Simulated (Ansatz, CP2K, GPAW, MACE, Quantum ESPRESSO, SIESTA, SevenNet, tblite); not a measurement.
# CP2K runs on random packing of Nb14Si86 (at. %) (102 atoms)

Wanted: CP2K inputs and outputs for random packing of Nb14Si86 (at. %) (102 atoms), checked against a plane-wave reference.

Calculated with CP2K 2026.2; the method is named at each step.

## Step 1: Starting point

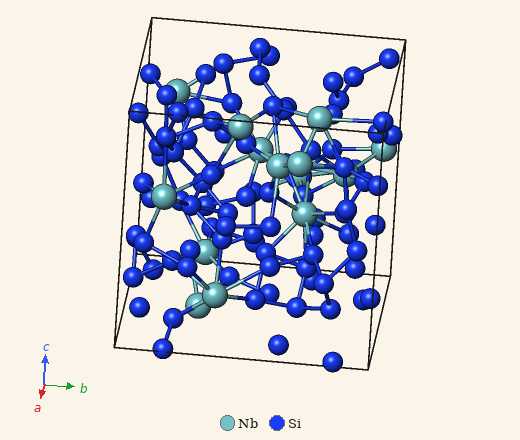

Start, viewed slightly off an axis; niobium teal, silicon blue. Bonds to atoms that aren't drawn are left out. Some periodic images of atoms are drawn too.

The cell holds 102 atoms: 14 Nb and 88 Si. Cell: a = 12.543 Å, b = 12.543 Å, c = 12.543 Å, α = 90.0°, β = 90.0°, γ = 90.0°. 102 atoms (14 Nb, 88 Si) packed at random in a cube at 3.17 g/cm³ and pushed apart as soft spheres; a start for melting by ab initio MD, not an equilibrated structure. Then every atom was moved at random, 0.05 Å r.m.s. a Cartesian component.

The yardstick, on the same geometry:

* method: Kohn-Sham DFT, PBE, PAW, plane waves (Ansatz 0.2.0); cutoff 420 eV, Γ point, fermi-dirac smearing of 0.05 eV; PAW set soft_2
* r.m.s. force component: 1.424 eV/Å
* longest force: 7.005 eV/Å
* pressure: -1.475 GPa
* SCF cycles: 9
* time: 29 s on 4 threads of Arm Neoverse V2, shared host
* CPU time: 1.9 min

## Step 2: PBE, DZVP-UZH, 600/50 Ry, diagonalisation

Method: Kohn-Sham DFT, PBE, GTH-PBE pseudopotentials, Gaussian and plane waves, DZVP-MOLOPT (UZH set), diagonalisation.

File input.inp:

```
&GLOBAL
  PROJECT cell
  RUN_TYPE ENERGY_FORCE
  PRINT_LEVEL LOW
&END GLOBAL
&FORCE_EVAL
  METHOD QS
  STRESS_TENSOR ANALYTICAL
  &DFT
    BASIS_SET_FILE_NAME BASIS_MOLOPT_UZH
    POTENTIAL_FILE_NAME POTENTIAL_UZH
    &MGRID
      CUTOFF 600
      REL_CUTOFF 50
      NGRIDS 5
    &END MGRID
    &QS
      EPS_DEFAULT 1.0E-12
    &END QS
    &SCF
      SCF_GUESS ATOMIC
      EPS_SCF 1.0E-06
      MAX_SCF 200
      ADDED_MOS 52
      &DIAGONALIZATION
        ALGORITHM STANDARD
      &END DIAGONALIZATION
      &SMEAR ON
        METHOD FERMI_DIRAC
        ELECTRONIC_TEMPERATURE [K] 580
      &END SMEAR
      &MIXING
        METHOD BROYDEN_MIXING
        ALPHA 0.15
        NBROYDEN 8
      &END MIXING
      &PRINT
        &RESTART OFF
        &END RESTART
      &END PRINT
    &END SCF
    &XC
      &XC_FUNCTIONAL PBE
      &END XC_FUNCTIONAL
    &END XC
    &PRINT
      &MULLIKEN ON
      &END MULLIKEN
      &HIRSHFELD ON
        SHAPE_FUNCTION DENSITY
      &END HIRSHFELD
      &MO ON
        EIGENVALUES T
        OCCUPATION_NUMBERS T
        MO_INDEX_RANGE 256 279
        &EACH
          QS_SCF 0
        &END EACH
        ADD_LAST NUMERIC
      &END MO
    &END PRINT
  &END DFT
  &SUBSYS
    &CELL
      A 12.54330 0.00000 0.00000
      B 0.00000 12.54330 0.00000
      C 0.00000 0.00000 12.54330
    &END CELL
    &COORD
      Nb 10.64863 4.65632 2.47291
      Nb 2.93551 3.56380 1.60730
      Nb 9.84649 7.36204 9.26047
      Nb 10.23420 5.35135 11.31017
      Nb 1.08311 1.56089 9.18082
      Nb 4.68292 10.33342 7.05761
      Nb 2.71186 11.99528 7.80168
      Nb 6.54773 8.55353 5.53009
      Nb 10.08983 9.22209 12.03668
      Nb 1.30300 7.81811 5.38685
      Nb 11.97634 8.49520 10.32389
      Nb 3.02306 5.95556 7.27348
      Nb 11.46157 1.89818 7.75979
      Nb 7.42526 3.66917 0.54714
      Si 5.20208 7.37621 7.55784
      Si 11.12967 1.78592 10.81245
      Si 7.23410 6.80951 3.55791
      Si 2.14453 5.81231 2.46476
      Si 0.10750 5.91542 11.12051
      Si 7.59610 9.66762 11.34090
      Si 10.44957 12.36870 12.31928
      Si 9.60014 10.31436 1.84675
      Si 5.16044 0.87088 5.10751
      Si 8.82647 1.54483 12.06201
      Si 0.04641 5.77506 1.18120
      Si 8.69865 10.65553 6.62086
      Si 4.66347 11.58186 0.50386
      Si 5.65916 2.73168 10.24273
      Si 0.03550 10.78310 0.26792
      Si 3.84113 8.25663 5.38333
      Si 4.95912 1.06969 7.79554
      Si 3.48353 9.67741 10.44330
      Si 10.81471 11.51249 5.53285
      Si 5.77431 0.00916 9.77111
      Si 5.33605 10.70633 4.18670
      Si 2.05610 9.41287 7.27135
      Si 8.04038 8.54751 1.15198
      Si 6.71067 8.81292 2.74184
      Si 12.08672 3.29124 4.40947
      Si 9.83269 4.05312 8.48090
      Si 2.90390 2.30182 7.42839
      Si 8.79912 6.53531 1.67754
      Si 7.17853 1.96152 8.43738
      Si 3.02795 1.04824 0.46837
      Si 3.51940 8.91264 0.84993
      Si 9.46568 0.50825 2.56360
      Si 1.13956 6.97997 8.89383
      Si 5.33655 4.96326 1.36898
      Si 5.96885 7.15733 10.68037
      Si 8.17572 6.83635 7.15232
      Si 7.22983 5.49284 9.23049
      Si 8.10234 0.43826 4.23537
      Si 1.51260 2.06425 3.62978
      Si 4.69609 4.24628 8.66228
      Si 7.39026 12.09375 1.70777
      Si 7.68704 4.83406 5.65314
[... 42 atom lines left out ...]
      Si 10.26694 2.66257 0.90826
      Si 4.85890 5.77945 11.95652
      Si 10.96535 9.98221 3.70328
      Si 1.31266 10.18679 10.88583
    &END COORD
    &KIND Nb
      BASIS_SET DZVP-MOLOPT-PBE-GTH-q13
      POTENTIAL GTH-PBE-q13
    &END KIND
    &KIND Si
      BASIS_SET DZVP-MOLOPT-PBE-GTH-q4
      POTENTIAL GTH-PBE-q4
    &END KIND
  &END SUBSYS
  &PRINT
    &FORCES ON
    &END FORCES
    &STRESS_TENSOR ON
    &END STRESS_TENSOR
  &END PRINT
&END FORCE_EVAL
```

Run with:

```console
OMP_NUM_THREADS=2 cp2k.psmp -i input.inp > output.txt
```

Numbers of over 12 decimals in the logs are rounded to 6 here.

The log of the run:

```text
CP2K| version string:                                       CP2K version 2026.2
 CP2K| Input file name                                                 input.inp
 GLOBAL| Basis set file name                                    BASIS_MOLOPT_UZH
 GLOBAL| Potential file name                                       POTENTIAL_UZH
 GLOBAL| Run type                                                   ENERGY_FORCE
 GLOBAL| Total number of message passing processes                             1
 GLOBAL| Number of threads for this process                                    2
 TOTAL NUMBERS AND MAXIMUM NUMBERS
  Total number of            - Atomic kinds:                                   2
                             - Atoms:                                        102
                             - Shell sets:                                   102
                             - Shells:                                       552
                             - Primitive Cartesian functions:                436
                             - Cartesian basis functions:                   1666
                             - Spherical basis functions:                   1508
  Maximum angular momentum of- Orbital basis functions:                        3
                             - Local part of the GTH pseudopotential:          2
                             - Non-local part of the GTH pseudopotential:      4
 SCF PARAMETERS         Density guess:                                    ATOMIC
                        max_scf:                                             200
                        eps_scf:                                        1.00E-06
                        added MOs                                        52    0
                        Mixing method:                            BROYDEN_MIXING
                                                charge density mixing in g-space
                        Smear method:                                FERMI_DIRAC
                        Electronic temperature [K]:                        580.0
                        Electronic temperature [a.u.]:                  1.84E-03
                        Accuracy threshold:                             1.00E-10
 Extrapolation method: initial_guess
 Number of electrons:                                                        534
 Number of occupied orbitals:                                                267
 Number of molecular orbitals:                                               319
 Number of orbital functions:                                               1508
 Number of independent orbital functions:                                   1508
 SCF WAVEFUNCTION OPTIMIZATION
  Step     Update method      Time    Convergence         Total energy    Change
     1 NoMix/Diag. 0.15E+00   13.2     0.67576328     -1146.8162608857 -1.15E+03
     2 Broy./Diag. 0.15E+00   18.0     0.39079037     -1165.2518490928 -1.84E+01
     3 Broy./Diag. 0.15E+00   18.0     0.14357781     -1150.8309790664  1.44E+01
     4 Broy./Diag. 0.15E+00   18.2     0.09112689     -1144.0827474968  6.75E+00
[...]
25 Broy./Diag. 0.15E+00   18.5     0.00000154     -1136.2031914592 -2.26E-05
    26 Broy./Diag. 0.15E+00   18.3     0.00000098     -1136.2032030689 -1.16E-05
  *** SCF run converged in    26 steps ***
  Electronic density on regular grids:       -533.9999999998        0.0000000002
  Core density on regular grids:              533.9999999992       -0.0000000008
  Total charge density on r-space grids:       -0.0000000006
  Total charge density g-space grids:          -0.0000000006
  Overlap energy of the core charge distribution:               1.04325e-08
  Self energy of the core charge distribution:              -2347.596120
  Core Hamiltonian energy:                                    517.638500
  Hartree energy:                                             893.991032
  Exchange-correlation energy:                               -200.218416
  Electronic entropic energy:                                  -0.018198
  Fermi energy:                                                 0.255710
  Total energy:                                             -1136.203203
  Total energy (extrapolated to T->0):                      -1136.194104
 MO| EIGENVALUES AND OCCUPATION NUMBERS
 MO|
 MO|  Index      Eigenvalue [a.u.]        Eigenvalue [eV]             Occupation
 MO|    256               0.241158               6.562246               1.999275
 MO|    257               0.241812               6.580040               1.998965
 MO|    258               0.244448               6.651769               1.995662
[...]
MO|    278               0.269932               7.345215               0.000867
 MO|    279               0.271280               7.381892               0.000416
 MO| Sum:                                                             534.000000
 MO| E(Fermi):            0.255710 a.u.          6.958213 eV
 !-----------------------------------------------------------------------------!
                     Mulliken Population Analysis
 #  Atom  Element  Kind  Atomic population                           Net charge
       1     Nb       1         13.425475                             -0.425475
       2     Nb       1         13.390334                             -0.390334
       3     Nb       1         13.031052                             -0.031052
[...]
101     Si       2          3.974841                              0.025159
     102     Si       2          3.960962                              0.039038
 # Total charge                            534.000000                  0.000000
 !-----------------------------------------------------------------------------!
 !-----------------------------------------------------------------------------!
                           Hirshfeld Charges
  #Atom  Element  Kind  Ref Charge     Population                    Net charge
      1       Nb     1      13.000         12.832                         0.168
      2       Nb     1      13.000         12.790                         0.210
      3       Nb     1      13.000         12.817                         0.183
[...]
101       Si     2       4.000          4.013                        -0.013
    102       Si     2       4.000          4.064                        -0.064
  Total Charge                                                            0.000
 !-----------------------------------------------------------------------------!
 ENERGY| Total FORCE_EVAL ( QS ) energy [hartree]          -1136.203226
 FORCES| Atomic forces [hartree/bohr]
 FORCES|   Atom     x               y               z               |f|
 FORCES|      1 -7.29596959E-03  4.60319026E-03  2.06321821E-02   2.23630828E-02
 FORCES|      2  3.83891246E-02 -1.98136908E-02  4.64981972E-03   4.34502940E-02
 FORCES|      3 -1.41484232E-02 -1.33738808E-02 -7.15845148E-03   2.07432397E-02
[...]
FORCES|    101  3.85910702E-02 -7.17559133E-04 -1.02374580E-02   3.99323320E-02
 FORCES|    102 -8.93730309E-04 -2.72935646E-03 -2.51475195E-02   2.53109833E-02
 FORCES| Sum     2.85967382E-06 -2.95347020E-06 -1.07252784E-06
 FORCES| Total atomic force                                       4.24865115E-06
 STRESS| Analytical stress tensor [bar]
 STRESS|                        x                   y                   z
 STRESS|      x       -7.18176959379E+03   2.42432394428E+03  -5.83184998083E+03
 STRESS|      y        2.42432394428E+03  -3.32846904180E+04   1.05809897208E+03
 STRESS|      z       -5.83184998083E+03   1.05809897208E+03  -1.54110032215E+04
 STRESS| 1/3 Trace                                            -1.86258210778E+04
```

Run time: 9 min. Hardware: 2 threads of Arm Neoverse V2, shared host; peak memory 5 GiB; 17 min of CPU time.

Banners, paths, timers and routine set-up lines are dropped from the logs unmarked, and long logs keep their key lines alone; longer cuts are marked.

Numbers from this run, and their distance from the reference:

| Item | Value |
| --- | --- |
| r.m.s. force component | 1.395 eV/Å |
| r.m.s. difference of force components | 52.11 meV/Å |
| longest difference of force vectors | 180.6 meV/Å |
| force difference over r.m.s. force | 3.659 % |
| slope of forces against the reference's | 0.9793 |
| correlation of force components | 0.9995 |
| pressure | -1.863 GPa |
| pressure difference | -0.3877 GPa |

Length of the force difference by element (eV/Å):

```csv
element,atoms,mean,most
Nb,14,0.081,0.14
Si,88,0.082,0.18
```

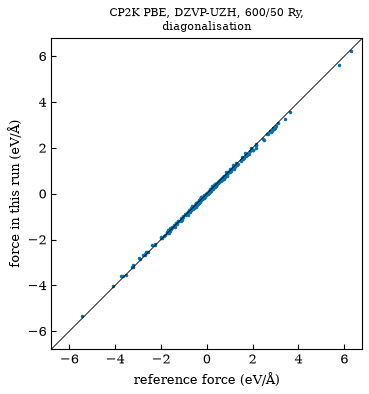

Force components against those of the reference; the line marks equality.

Local excerpt of 9 atoms (numbers count through the whole input) about Si18, picked at random; x, y, z are measured from there.

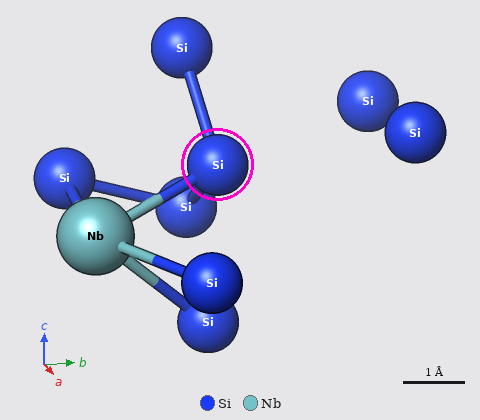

The atoms of the table, within 3.5 Å (arrows a, b, c point along x, y, z); some may hide others; the central atom is ringed.

```csv
atom,x,y,z,distance (Å),Hirshfeld charge (e),Fx,Fy,Fz (eV/Å)
Si18,0.00,0.00,0.00,0.00,-0.04,1.08,0.40,-0.85
Si77,-1.56,-0.24,1.59,2.24,-0.03,-1.44,0.32,1.01
Si25,-2.10,-0.04,-1.28,2.46,-0.08,-0.43,1.58,-0.80
Nb2,0.79,-2.25,-0.86,2.53,0.21,1.97,-1.02,0.24
Si78,0.34,-0.24,-2.57,2.61,0.01,-0.42,-0.40,-0.06
Si75,-1.72,-2.18,-0.55,2.83,-0.08,0.20,-0.94,0.36
Si97,-1.55,2.90,0.48,3.32,-0.03,-0.27,0.45,0.38
Si82,1.32,3.03,0.71,3.38,0.00,-0.56,0.49,-0.04
Si48,3.19,-0.85,-1.10,3.48,-0.12,-0.47,-2.68,2.82
```

Forces lie 3.7 % from the reference's, at 8.9 times its CPU time (on 2 against 4 cores).

## Step 3: A run with a doubtful setting

Edit input.inp of step 2 so:

```diff
@@ -21,4 +21,4 @@
       SCF_GUESS ATOMIC
-      EPS_SCF 1.0E-06
-      MAX_SCF 200
+      EPS_SFC 1.0E-06
+      MAX_SCF 60
       ADDED_MOS 52
@@ -69,3 +69,28 @@
     &COORD
-[... 102 atom lines left out: the same atoms as in the first run ...]
+      SCALED
+      Nb 0.84895 0.37122 0.19715
+      Nb 0.23403 0.28412 0.12814
+      Nb 0.78500 0.58693 0.73828
+      Nb 0.81591 0.42663 0.90169
+      Nb 0.08635 0.12444 0.73193
+      Nb 0.37334 0.82382 0.56266
+      Nb 0.21620 0.95631 0.62198
+      Nb 0.52201 0.68192 0.44088
+      Nb 0.80440 0.73522 0.95961
+      Nb 0.10388 0.62329 0.42946
+      Nb 0.95480 0.67727 0.82306
+      Nb 0.24101 0.47480 0.57987
+      Nb 0.91376 0.15133 0.61864
+      Nb 0.59197 0.29252 0.04362
+      Si 0.41473 0.58806 0.60254
+      Si 0.88730 0.14238 0.86201
+      Si 0.57673 0.54288 0.28365
+      Si 0.17097 0.46338 0.19650
+      Si 0.00857 0.47160 0.88657
+      Si 0.60559 0.77074 0.90414
+[... 78 atom lines left out ...]
+      Si 0.81852 0.21227 0.07241
+      Si 0.38737 0.46076 0.95322
+      Si 0.87420 0.79582 0.29524
+      Si 0.10465 0.81213 0.86786
     &END COORD
```

The log of the run:

```text
Possible matches for unknown keyword
 EPS_SFC
   keyword EPS_SCF in section %__ROOT__%FORCE_EVAL%DFT%SCF score:  108
   keyword EPS_SCF in section %__ROOT__%FORCE_EVAL%DFT%XAS%SCF score:  108
   keyword EPS_LUMO in section %__ROOT__%FORCE_EVAL%DFT%SCF score:  106
   keyword EPS_DIIS in section %__ROOT__%FORCE_EVAL%DFT%SCF score:  106
   keyword EPS_LUMO in section %__ROOT__%FORCE_EVAL%DFT%XAS%SCF score:  106
 *   ___                                                                       *
 *  /   \                                                                      *
 * [ABORT]                                                                     *
 *  \___/             found an unknown keyword EPS_SFC in section SCF          *
 *    |                                                                        *
 *  O/|                                                                        *
 * /| |                                                                        *
```

Elapsed: 0.77 s, on 2 threads; peak memory 0.14 GiB; 0.77 s of CPU time.

The program stopped at the start. The fault in the input: a misspelt keyword (EPS_SCF written as EPS_SFC).

Mean charges by element (e), by run and scheme:

```csv
run,scheme,Nb,Si
reference,Löwdin,+0.17,+0.05
"CP2K PBE, DZVP-UZH, 600/50 Ry, diagonalisation",Mulliken,-0.30,+0.05
"CP2K PBE, DZVP-UZH, 600/50 Ry, diagonalisation",Hirshfeld,+0.17,-0.03
```

The reference's Löwdin charges lack the electrons that the projection spills, 0.069 e an atom on average.

## Step 4: What came out

| Item | Value |
| --- | --- |
| force difference from the reference | CP2K PBE, DZVP-UZH, 600/50 Ry, diagonalisation, 3.7 % |
| its CPU time | 17 min |

The PBE run in local orbitals differs by 3.7 % (CP2K PBE, DZVP-UZH, 600/50 Ry, diagonalisation); basis, grid and potentials can all enter. Charges hang on scheme and program or settings: among these rows the mean for Nb runs from -0.30 to +0.17 e, even in sign. The electronic-structure runs sample only Γ, in a cell whose shortest periodic width is 13 Å, which is coarse for a cell with partly filled levels.

[Also dropped from logs without a mark: logging warnings of Python, and SIESTA's first energy breakdown and zero terms.]

[Logs are printed without paths, hosts, clocks, repeated set-up lines and the standing remarks that a program may print on its own settings, such as how far it seeks lower states.]

[Hosts, paths, dates, database ids (printed as entryN), source tags and the programs' standing remarks are cut or masked in the printed files.]
